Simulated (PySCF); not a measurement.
**CH₅FGe, SMILES `[CH3][GeH2][F]`: what the electrons do**

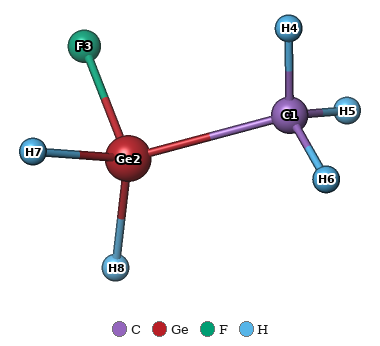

The molecule, with its atoms numbered as below. No frequency check shows the geometry to be a minimum.

Coordinates in Å:

```
C1       1.6508    0.5118   -0.0006
Ge2     -0.1085   -0.3595    0.0001
F3      -1.2661    0.9542   -0.0006
H4       1.7474    1.1429    0.8826
H5       1.7507    1.1389   -0.8813
H6       2.4556   -0.2170    0.0026
H7      -0.4973   -1.1061    1.2473
H8      -0.4927   -1.1118   -1.2441
```

Part 1: Excited states

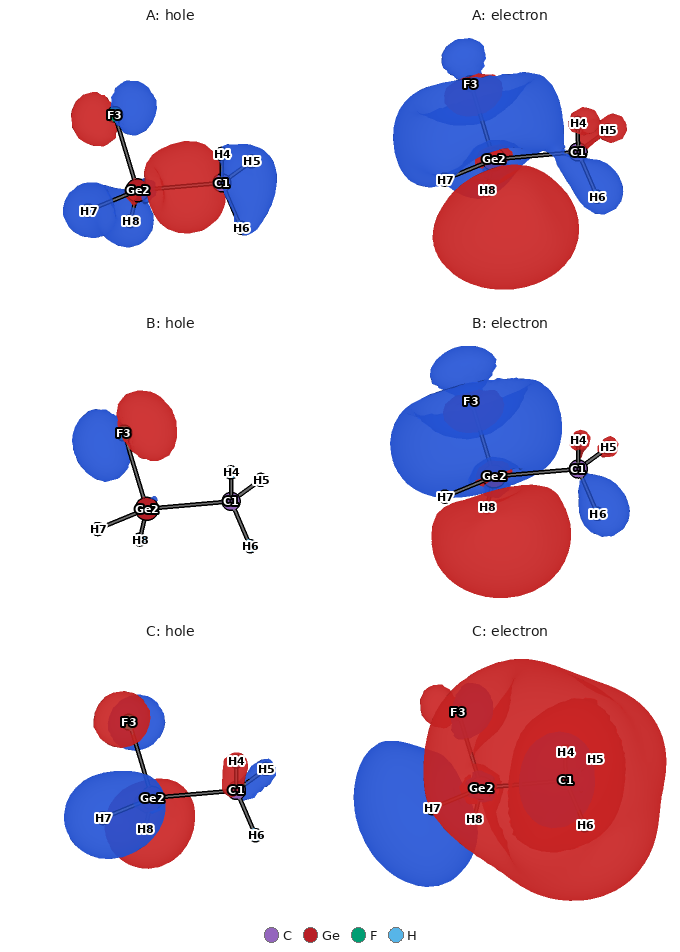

Leading natural transition orbital pairs of 3 excited states (TDA singlet states).

PySCF calculation, BHandHLYP/def2-SVP, gas phase; geometry: GFN2-xTB. Without diffuse functions Rydberg states are missing, so the states' numbers hold for this basis only.

```json
{"state": "S₁", "energy (eV)": "8.42", "f": "0.028"}
{"state": "S₄", "energy (eV)": "10.09", "f": "0.002"}
{"state": "S₅", "energy (eV)": "10.56", "f": "0.088"}
```

Which pair belongs to which state?

Answer. A is S₁ (σ → σ*): hole on C1 (32 %) and Ge2 (25 %), electron on Ge2 (60 %) and F3 (12 %). B is S₅ (σ or n → σ*): hole on F3 (55 %) and Ge2 (17 %), electron on Ge2 (52 %) and F3 (13 %). C is S₄ (partly diffuse acceptor orbital, which a basis without diffuse functions describes poorly): hole on Ge2 (29 %) and F3 (22 %), electron on Ge2 (41 %) and C1 (16 %).

Part 2: Removing or adding an electron

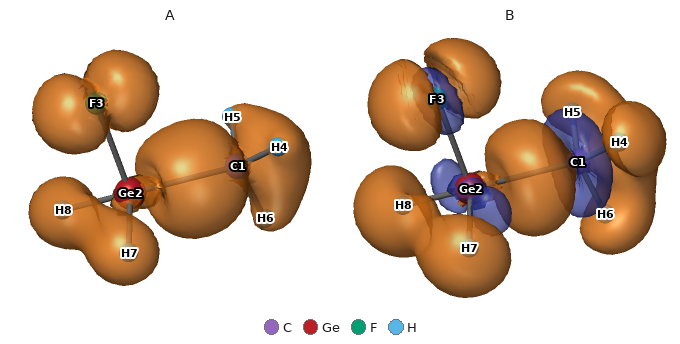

The Fukui function f⁻ from two separate SCF calculations and the density of the HOMO, at ±0.02 e/Å³ (orange positive, blue negative).

Level of theory: TPSS/def2-SVPD (PySCF), at a geometry from GFN2-xTB.

Which panel is which, and how good is the frozen-orbital picture?

Answer. B is f⁻ (it has negative regions), A the HOMO density. The HOMO lies on F3 (31 %), C1 (28 %) and Ge2 (21 %); f⁻ (Hirshfeld-condensed) is largest on Ge2 (0.21), F3 (0.20) and C1 (0.16); the vertical ionisation energy is 11.12 eV. Relaxation shifts 23 % of the electron between atoms. The orbital energy is −7.86 eV.

Part 3: Stretching a bond

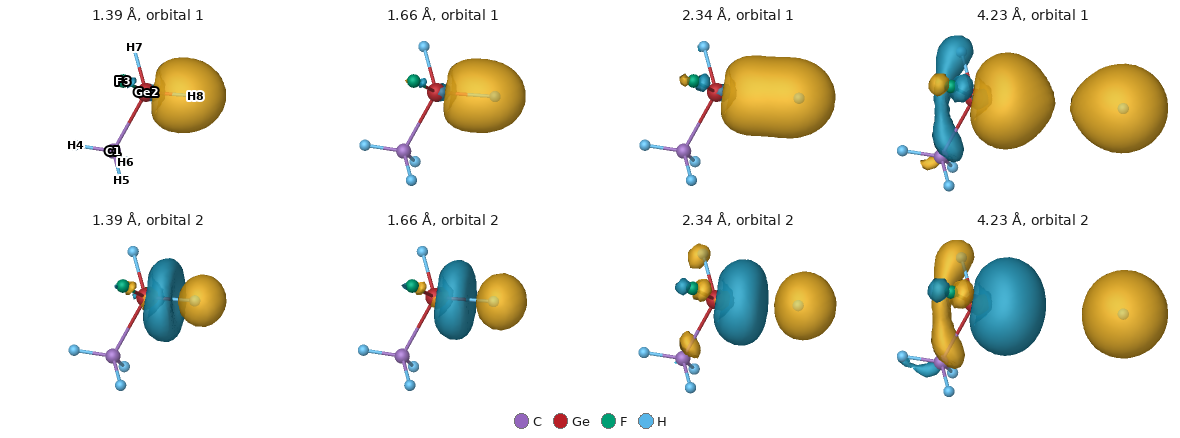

Rigid stretch of the Ge2–H8 bond. The two CASSCF(2,2) natural orbitals nearest half filling (orbital 1 the more occupied).

Level of theory: def2-SVP basis (PySCF), at a geometry from GFN2-xTB.

How do the occupations change along the stretch?

Answer. 1.39 Å: 1.99 and 0.01; 1.66 Å: 1.97 and 0.03; 2.34 Å: 1.87 and 0.13; 4.23 Å: 1.14 and 0.86. At the longest distance computed (4.23 Å) they are 1.14 and 0.86, and the effective number of unpaired electrons is 1.9.

Where does the UHF solution part from RHF?

Answer. Between 2.04 Å (⟨S²⟩ = 0, the two coincide) and 2.34 Å (⟨S²⟩ = 0.35); at 4.23 Å ⟨S²⟩ is 1.00 and UHF lies 3.7 eV below RHF.

How much energy does the stretch cost?

Answer. By CASSCF, 3.5 eV from the lowest point of the scan (1.51 Å) to 4.23 Å; RHF gives 6.8 eV from its own lowest point. The fragments aren't relaxed and dynamic correlation is missing, so this isn't a bond dissociation energy.
